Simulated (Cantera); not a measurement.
Charge: 1 mol Si3N4, a varied amount of C, 0.044 mol H2, 0.0019 mol Si, at 2225 K and 7.40 bar.

Equilibrium computed with Cantera from the NASA thermochemical tables; the gas is ideal and each condensed phase is pure. Candidate condensed phases: C, C6H6, C7H8, C8H18, Si, SiC, Si3N4; 105 gas species. Mutual solubility and eutectic melting of coexisting phases are not modelled. The tables' values for SiN are old estimates; treat these amounts as uncertain. Gases not in the tables: Si2H6 and higher silanes. Kinetics and transport are ignored.

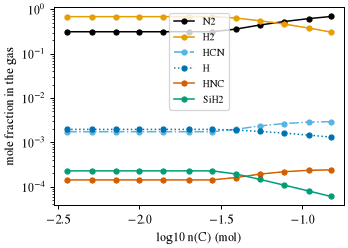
Fig. 1. Equilibrium gas composition (values under 1e-9 drawn at 1e-9)

From 0.0036 mol C to 0.028 mol C the condensed part is Si(l) + SiC(s) + Si3N4(s). From 0.039 mol C to 0.15 mol C the condensed part is SiC(s) + Si3N4(s). The main Si-bearing gas is SiH2 throughout.
